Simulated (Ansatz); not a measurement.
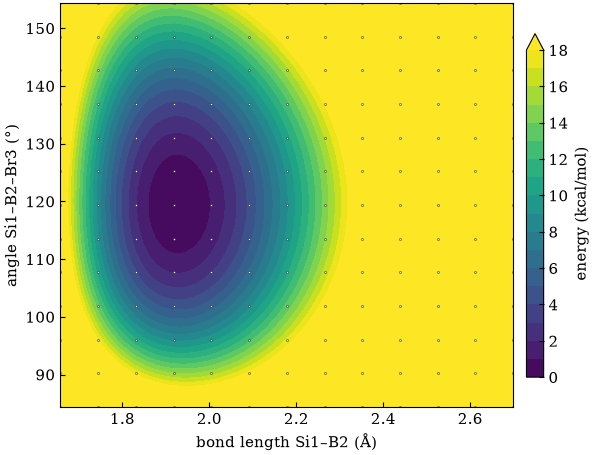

BBrH₃Si, SMILES [SiH2]BBr, spin multiplicity 2. 
- First axis: bond length Si1–B2. Second axis: angle Si1–B2–Br3.
- Nothing is relaxed (all other coordinates rigid).
- Grid: 13 × 13 points.
- All energies are given in kcal/mol relative to the relaxed molecule at the same level.
- Level of theory: UKS PBE0-D4/def2-TZVP in Ansatz 0.2.0.

Drawn: filled contours, dots at the grid points, one colour for all values above the top of the scale. Between grid points the surface is interpolated.

**Estimate the position of the minimum and the force constants in these coordinates.**

The interpolated minimum is at bond length Si1–B2 ≈ 1.927 Å, angle Si1–B2–Br3 ≈ 119.3°. The curvatures there are about 17 eV/Å² and 3.7 eV/rad², with a cross term of about 0 eV/(Å·rad). Round the minimum the two coordinates are nearly uncoupled. (1 eV is 23.1 kcal/mol.)
